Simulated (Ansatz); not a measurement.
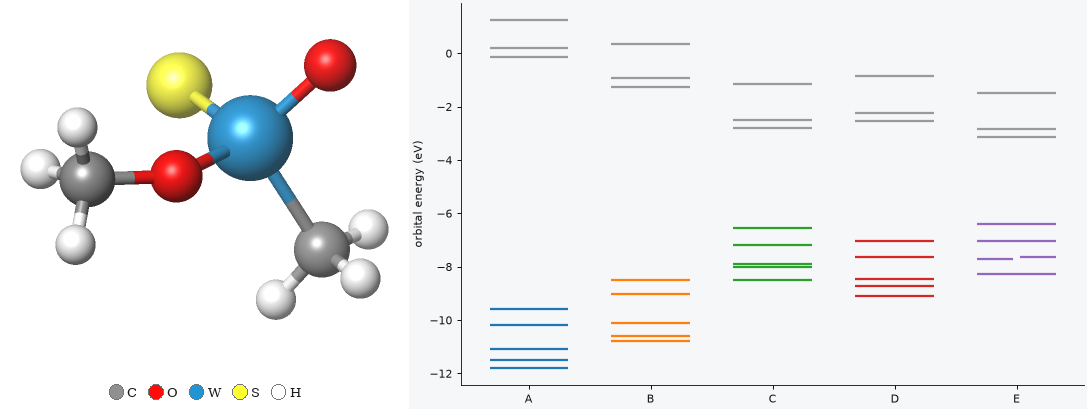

Frontier orbital energies of C₂H₆O₂SW, SMILES C[O][W@]([CH3])(=[O])=[S], singlet at one geometry, def2-TZVPP, the Ansatz code 0.2.0, at a PBE0-D4/def2-TZVP geometry (a minimum by its frequencies). Empty levels are grey, levels within 0.1 eV stand side by side; all columns show the same few orbitals around the gap.

**The columns come from B97M-V, BHLYP, HSE06, LDA (SPW92) and ωB97M-V. Which is which?**

A: ωB97M-V (HOMO −9.57, LUMO −0.14, separation 9.43 eV)
B: BHLYP (HOMO −8.51, LUMO −1.27, separation 7.24 eV)
C: B97M-V (HOMO −6.56, LUMO −2.79, separation 3.77 eV)
D: HSE06 (HOMO −7.05, LUMO −2.55, separation 4.49 eV)
E: LDA (SPW92) (HOMO −6.39, LUMO −3.12, separation 3.27 eV)

Caveats, for all or some of the runs: core potentials past krypton; empty levels above zero depend strongly on the basis; one conformer of a flexible molecule; spin-orbit coupling is left out, and with W it can shift these levels and split any degenerate set.
